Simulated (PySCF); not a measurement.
```yaml
atoms:
  - { symbol: P, position_ang: [1.3767, -0.1683, -0.2342] }
  - { symbol: B, position_ang: [-0.1889, 0.9358, -0.0326] }
  - { symbol: C, position_ang: [-1.3400, -0.2118, 0.2362] }
  - { symbol: Cl, position_ang: [-1.0534, -1.5723, -0.9040] }
  - { symbol: Cl, position_ang: [-3.0026, 0.3396, 0.0271] }
  - { symbol: Cl, position_ang: [-1.1962, -0.9247, 1.8692] }
  - { symbol: H, position_ang: [2.5919, 0.4657, -0.0368] }
  - { symbol: H, position_ang: [1.6687, -0.7888, -1.4273] }
  - { symbol: H, position_ang: [1.5497, -1.2216, 0.6330] }
  - { symbol: H, position_ang: [-0.0343, 1.6463, 0.9016] }
  - { symbol: H, position_ang: [-0.3661, 1.5028, -1.0582] }
```

Geometry: GFN2-xTB.

The calculation used PySCF, PBE0/pcSseg-1, SCF density, gas phase, non-relativistic.

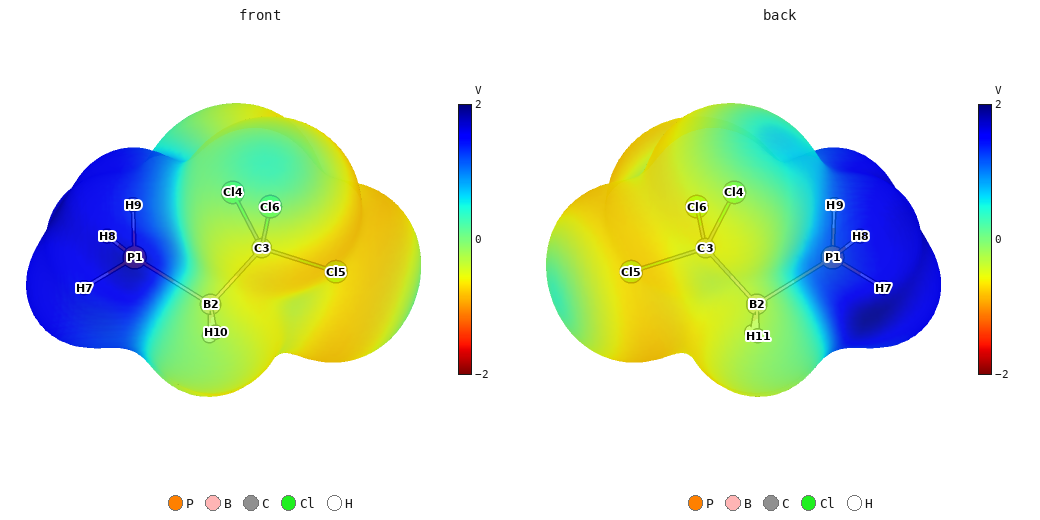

CH5BCl3P. The molecular electrostatic potential painted on the density surface at 0.002 e/bohr³, seen from the front and from behind; red is negative and blue positive.

Q: Describe the electrostatic potential map.

A: The most negative region (about −0.8 V) lies over Cl5 and Cl6, the most positive (about +1.9 V) over P1. Cl4 shows a σ-hole: about +0.6 V at the tip opposite its bond, against about −0.2 V on its flanks. Cl5 shows a σ-hole: about +0.4 V at the tip opposite its bond, against about −0.8 V on its flanks. Cl6 shows a σ-hole: about +0.4 V at the tip opposite its bond, against about −0.3 V on its flanks.

Q: How polar is the molecule by this calculation?

A: Its dipole moment is 5.02 D.
